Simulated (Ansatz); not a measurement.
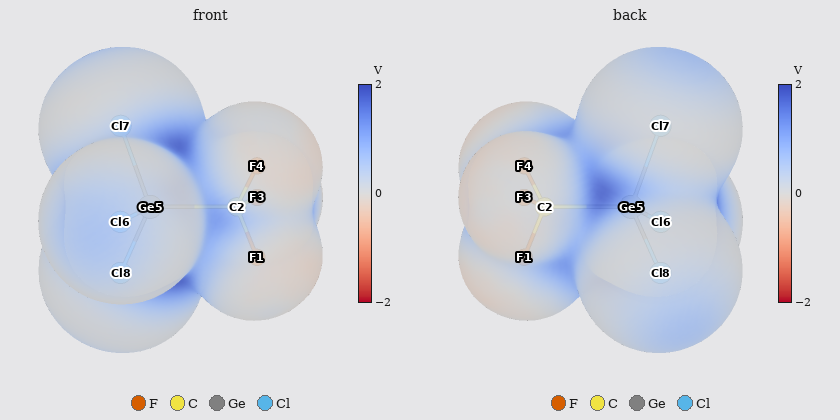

Figure 1: CCl$_{3}$F$_{3}$Ge (SMILES F[C](F)(F)[Ge]([Cl])([Cl])[Cl]). The electrostatic potential painted on the density surface at 0.002 e/bohr³, seen from the front and from behind; the colour scale runs from red (negative) to blue (positive).

Geometry: PBE0-D4/def2-TZVP.

Level of theory: RKS PBE0-D4/def2-TZVPP (Ansatz 0.2.0).

```json
{"atom": "F", "x (Å)": "0.9263", "y (Å)": "-0.8761", "z (Å)": "1.5398"}
{"atom": "C", "x (Å)": "0.8744", "y (Å)": "-0.6233", "z (Å)": "0.2320"}
{"atom": "F", "x (Å)": "0.8164", "y (Å)": "-1.7874", "z (Å)": "-0.4149"}
{"atom": "F", "x (Å)": "2.0043", "y (Å)": "-0.0086", "z (Å)": "-0.1182"}
{"atom": "Ge", "x (Å)": "-0.7247", "y (Å)": "0.5185", "z (Å)": "-0.2107"}
{"atom": "Cl", "x (Å)": "-0.5715", "y (Å)": "2.3491", "z (Å)": "0.8426"}
{"atom": "Cl", "x (Å)": "-0.7506", "y (Å)": "0.8803", "z (Å)": "-2.2970"}
{"atom": "Cl", "x (Å)": "-2.4822", "y (Å)": "-0.5098", "z (Å)": "0.3706"}
```

**Describe the electrostatic potential map.**

The most negative region (about −0.1 V) lies over F1, F3 and F4, the most positive (about +1.6 V) over Ge5. Cl6 shows a σ-hole: about +0.6 V at the tip opposite its bond, against about +0.1 V on its flanks. Cl7 shows a σ-hole: about +0.6 V at the tip opposite its bond, against about +0.1 V on its flanks. Cl8 shows a σ-hole: about +0.6 V at the tip opposite its bond, against about +0.1 V on its flanks.
